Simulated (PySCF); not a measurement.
## Run report: MoO2F, frequency calculation

System: MoO2F, multiplicity 2.
Method: UKS-based PBE0, Mo def2-TZVP with ECP28, O def2-TZVP, F def2-TZVP; non-relativistic Hamiltonian with a scalar-relativistic core potential; density fitting (PySCF 2.14.0).

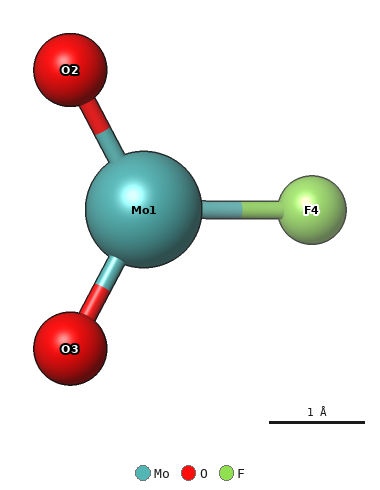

The input geometry (ball-and-stick view, seen at an oblique angle; atoms are numbered from 1 in the order of the input). Sticks mark near contacts.

**The input**
```python
from pyscf import gto, scf, dft
mol = gto.M(atom='''
Mo     0.000000     0.000000    -0.064574
O      1.466555     0.000000    -0.897542
O     -1.466555     0.000000    -0.897542
F     -0.000000     0.000000     1.844187''',
    basis={'Mo': 'def2-TZVP', 'O': 'def2-TZVP', 'F': 'def2-TZVP'},
    ecp={'Mo': 'def2-TZVP'},
    charge=0, spin=1)
mf = dft.UKS(mol, xc='PBE0')
mf.grids.atom_grid = (75, 302)
aux = {'Mo': 'def2-universal-JKFIT', 'O': 'def2-universal-JKFIT', 'F': 'def2-universal-JKFIT'}
mf = mf.density_fit(auxbasis=aux)
mf.conv_tol = 1e-09
mf.diis_space = 10
mf.max_cycle = 60
mf.verbose = 4
mf.kernel()
```

The script is an equivalent of the set-up of the self-consistent field. The run itself was carried out by a driver, which started from the orbitals of the step before it where there was one and computed the further properties.

Launch command:
```bash
OMP_NUM_THREADS=4 python axn.py task.json out
```

**What the program printed**
```
init E= -318.401342893113
  alpha nocc = 20  HOMO = -0.253510173524976  LUMO = -0.107771625471003
  beta  nocc = 19  HOMO = -0.34775122325209  LUMO = -0.171810037116622
  HOMO = -0.253510173525  LUMO = -0.171810037117  gap/eV = 2.22317
cycle= 1 E= -318.40134289309  delta_E= 2.35e-11  |g|= 8.31e-06  |ddm|= 5.3e-06
  alpha nocc = 20  HOMO = -0.253509591333202  LUMO = -0.107770864472312
  beta  nocc = 19  HOMO = -0.347751957545081  LUMO = -0.171809388029818
  HOMO = -0.253509591333  LUMO = -0.17180938803  gap/eV = 2.22318
Extra cycle  E= -318.401342892806  delta_E= 2.84e-10  |g|= 2.86e-05  |ddm|= 1.71e-05
converged SCF energy = -318.401342892806  <S^2> = 0.75374872  2S+1 = 2.0037452
```

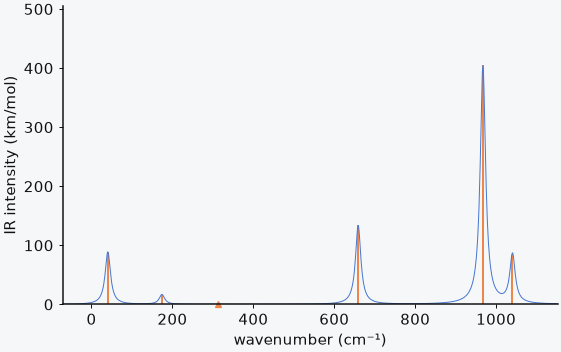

Harmonic infrared spectrum, unscaled: sticks (degenerate modes added up, dark ones marked on the axis) with a Lorentzian envelope of 16 cm⁻¹ full width, scaled to the tallest stick. 6 modes from 40 to 1040 cm⁻¹, none imaginary. The strongest line is at 967 cm⁻¹ (405 km/mol). All modes, in cm⁻¹ (km/mol): 40 (89), 174 (16.8), 311 (0.5), 659 (134), 967 (405), 1040 (83).

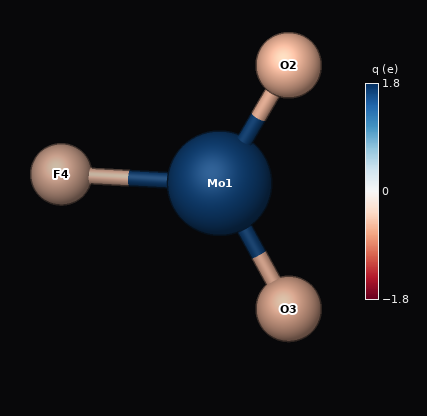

Mulliken charges, as the colour of each atom (ball-and-stick view, seen at a tilt; atoms are numbered from 1 in the order of the input). By element: Mo +1.67, O −0.57 and F −0.52 e.

**Summary**

- outcome: converged
- total energy: −318.401343 hartree
- ⟨S²⟩: 0.754
- zero-point energy: 0.007274 hartree
- dipole moment: 0.10 D
- wavenumbers, lowest and highest: 40 and 1040 cm⁻¹
- hardware: 4 threads of Arm Neoverse V2, 24 GiB of memory available, shared host
- wall time: 88 s (CPU time 4.1 min)
- peak memory: 1.4 GiB
